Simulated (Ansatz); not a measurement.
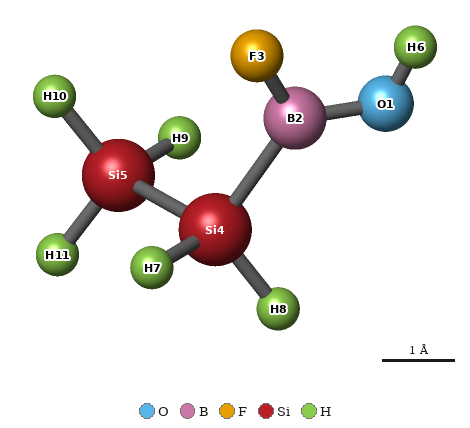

Fig. 1: The structure as given in the input (ball-and-stick view, seen at a tilt; atoms are numbered from 1 in the order of the input).

**Single-point calculation of BSi2H6OF**

BSi2H6OF, computed with RKS wB97M-V/def2-TZVPP (Ansatz 0.2.0).

The geometry comes from this level: PBE0-D4/def2-TZVP. Figures and captions count atoms from 1; the log counts them from 0 in places.

### What the program printed
```
Functional definition: wB97M-V
  name "wB97M-V"
  cite "Mardirossian & Head-Gordon, J. Chem. Phys. 144, 214110 (2016) doi:10.1063/1.4952647"
  cite "Becke, J. Chem. Phys. 107, 8554 (1997) doi:10.1063/1.475007"
  cite "Vydrov & Van Voorhis, J. Chem. Phys. 133, 244103 (2010) doi:10.1063/1.3521275"
  # Of w^i u^j: cxij and so on, Table III.
  parameter omega = 0.3/bohr
  parameter cx = 0.15
  parameter cx01 = 1.007
  parameter cx10 = 0.259
  parameter css00 = 0.443
  parameter css04 = -1.437
  parameter css10 = -4.535
  parameter css20 = -3.390
  parameter css43 = 4.278
  parameter cos00 = 1.000
  parameter cos10 = 1.358
  parameter cos20 = 2.924
  parameter cos21 = -8.812
  parameter cos60 = -1.390
  parameter cos61 = 9.142
  parameter b = 6.0
  parameter c = 0.01
  gx(w, u) = 1 - cx + cx01*u + cx10*w
  gss(w, u) = css00 + css04*u^4 + css10*w + css20*w^2 + css43*w^4*u^3
  gos(w, u) = cos00 + cos10*w + (cos20 + cos21*u)*w^2 + (cos60 + cos61*u)*w^6
  exchange = spin_sum(e_x_unif_sr(omega)*gx(b97_w, b97_u_x)) + cx*exact_x_sr(omega) + exact_x_lr(omega)
  correlation = spin_sum(e_c_pw_mod_same_spin*gss(b97_w, b97_u_same))
      + integral(e_c_pw_mod_opposite_spin*gos(b97_w_opposite, b97_u_opposite)) + vv10(b, c)
1412 factors; their error is unknown
330 factors; integrals over basis functions are off by at most 1.2e-5 eV
mean field evaluation 1: about -21291.6776 eV, gradient 5.0e1 eV
mean field evaluation 2: about -21291.5644 eV, gradient 5.4e1 eV
mean field evaluation 4: about -21295.7062 eV, gradient 2.1e0 eV
mean field evaluation 8: about -21295.7211 eV, gradient 2.4e-2 eV
mean field evaluation 16: about -21295.7349 eV, gradient 3.6e-5 eV
mean field -21295.73489106 eV, -782.6038224789 hartree, gradient 3.7e-5 eV, S^2 0.000000; 0 other end points of the search recorded, 0 dependent functions left out
the calculation of the forces begins
reference -21295.73495379 eV, -782.6038247841 hartree; 28, 28 occupied and 233, 233 virtual orbitals, 1412 factors
Total energy: -21295.73495379 eV, -782.6038247841 hartree
Atom 0 at    -2.403046     0.579700    -0.590678 Å, force    -0.195211     0.034315     0.034542 eV/Å
Atom 1 at    -1.118961     0.692244    -0.984246 Å, force     0.146881    -0.241901     0.067642 eV/Å
Atom 2 at    -0.727408     1.816659    -1.594397 Å, force     0.066591     0.188806    -0.102367 eV/Å
Atom 3 at     0.219775    -0.782963    -0.604824 Å, force     0.037818    -0.073949    -0.035149 eV/Å
Atom 4 at     1.384321    -0.273504     1.362399 Å, force     0.050971     0.010624     0.073143 eV/Å
Atom 5 at    -2.935770     1.357143    -0.796929 Å, force     0.025519    -0.042335     0.012778 eV/Å
Atom 6 at     1.198237    -0.887253    -1.722856 Å, force    -0.107940     0.012256     0.117226 eV/Å
Atom 7 at    -0.465643    -2.093459    -0.440233 Å, force     0.067875     0.143866    -0.020745 eV/Å
Atom 8 at     0.436857    -0.175790     2.505525 Å, force     0.103968    -0.008979    -0.128015 eV/Å
Atom 9 at     2.082963     1.032183     1.216967 Å, force    -0.079749    -0.144354     0.015880 eV/Å
Atom 10 at     2.394075    -1.321861     1.669774 Å, force    -0.116724     0.121649    -0.034936 eV/Å
Dipole moment:    -0.230288     0.128458    -0.029945 e Å
```

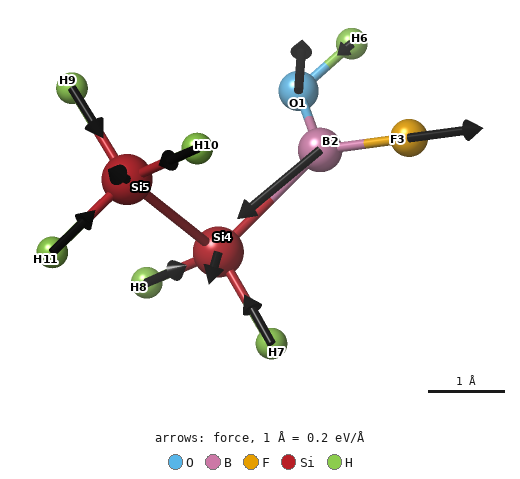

Fig. 2: Forces on the atoms as black arrows (ball-and-stick view, seen at a tilt; atoms are numbered from 1 in the order of the input). The largest act on B2 (0.29 eV/Å); F3 (0.22 eV/Å); O1 (0.20 eV/Å); H11 (0.17 eV/Å), among others. The geometry is not a stationary point of this energy.

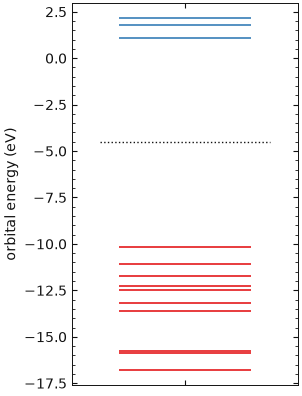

Fig. 3: Orbital energies near the frontier; the dotted line parts filled from empty levels, and levels within 0.02 eV of each other stand side by side. Highest filled −10.14 eV, lowest empty 1.10 eV, 11.24 eV apart.

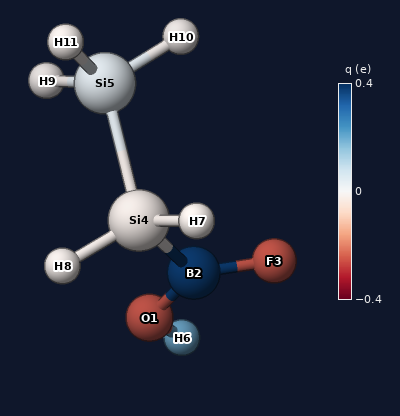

Fig. 4: Mulliken charges, as the colour of each atom (ball-and-stick view, seen at an oblique angle; atoms are numbered from 1 in the order of the input). By element: O −0.25, B +0.38, F −0.25, Si −0.02 to +0.03 and H −0.02 to +0.19 e.

The run was set up as follows.

### The input
```yaml
crystal:
  periodic: [false, false, false]
  atoms:
    - {symbol: O, position_ang: [-2.403046, 0.579700, -0.590678]}
    - {symbol: B, position_ang: [-1.118961, 0.692244, -0.984246]}
    - {symbol: F, position_ang: [-0.727408, 1.816659, -1.594397]}
    - {symbol: Si, position_ang: [0.219775, -0.782963, -0.604824]}
    - {symbol: Si, position_ang: [1.384321, -0.273504, 1.362399]}
    - {symbol: H, position_ang: [-2.935770, 1.357143, -0.796929]}
    - {symbol: H, position_ang: [1.198237, -0.887253, -1.722856]}
    - {symbol: H, position_ang: [-0.465643, -2.093459, -0.440233]}
    - {symbol: H, position_ang: [0.436857, -0.175790, 2.505525]}
    - {symbol: H, position_ang: [2.082963, 1.032183, 1.216967]}
    - {symbol: H, position_ang: [2.394075, -1.321861, 1.669774]}
basis:
  gaussian: {orbitals: def2-TZVPP}
hamiltonian: {xc: {name: wB97M-V}}
output: {forces: true, orbitals: {seedname: orbitals}}
```

Launched with:
```bash
ansatz run in.yaml --threads 4 --pin off --events-out ev --progress --plain --max-ram 10444MiB
```

### Results in brief

- outcome: converged
- total energy: −21295.7350 eV
- SCF solution under orbital rotations: stable
- HOMO: −10.14 eV
- LUMO: 1.10 eV
- largest force (length of the vector): 0.291 eV/Å
- dipole moment: 1.27 D
- hardware: 4 threads of Intel Xeon, 163 GiB of memory available, shared host
- wall time: 8.5 s (CPU time 31 s)
- peak memory: 0.96 GiB
